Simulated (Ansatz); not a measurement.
Input file:

```
crystal:
  periodic: [false, false, false]
  atoms:
    - {symbol: Cl, position_ang: [-1.796799, -1.185757, 0.506862]}
    - {symbol: Cl, position_ang: [1.223583, -1.049137, 1.759861]}
    - {symbol: Cl, position_ang: [1.540084, -0.517571, -1.454166]}
    - {symbol: Cl, position_ang: [0.303212, 2.049945, 1.248706]}
    - {symbol: F, position_ang: [-0.916587, 1.013998, -1.179013]}
    - {symbol: Nb, position_ang: [0.038184, 0.093661, 0.131795]}
basis:
  gaussian:
    orbitals: def2-SVPD
hamiltonian:
  xc: {name: PBE0}
output: {forces: true, orbitals: {seedname: orbitals}}
```

Run with:

```sh
ansatz run input.yaml --threads 2 --pin off --max-ram 5220MiB --events-out events.jsonl --progress --plain --runs-dir runs
```

Geometry: PBE0-D4/def2-SVP; core potentials replace the inner electrons of Nb.

The calculation used isolated molecule in a Gaussian basis; Kohn-Sham density functional theory, functional PBE0 (Ansatz).

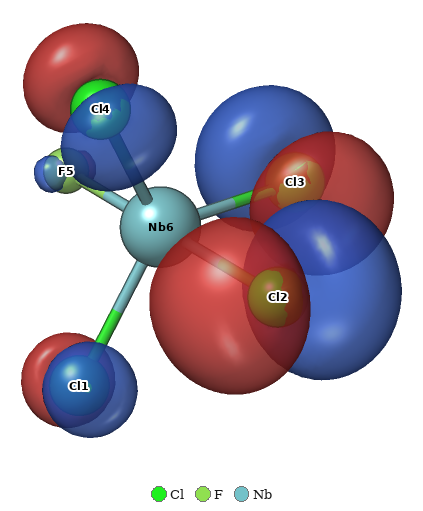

Cl$_{4}$FNb (SMILES [F][Nb]([Cl])([Cl])([Cl])[Cl]). The HOMO at ±0.1 Å⁻³ᐟ² (blue and red are the two phases), seen at an oblique angle.

Q: What is the character of this orbital?

A: Its weight (Hirshfeld) is mainly on Cl2 (about 55 %), Cl3 (about 25 %), Cl1 (about 10 %) and Cl4 (about 10 %). It is one of a degenerate set, so its orientation is arbitrary. Its energy is −9.47 eV.
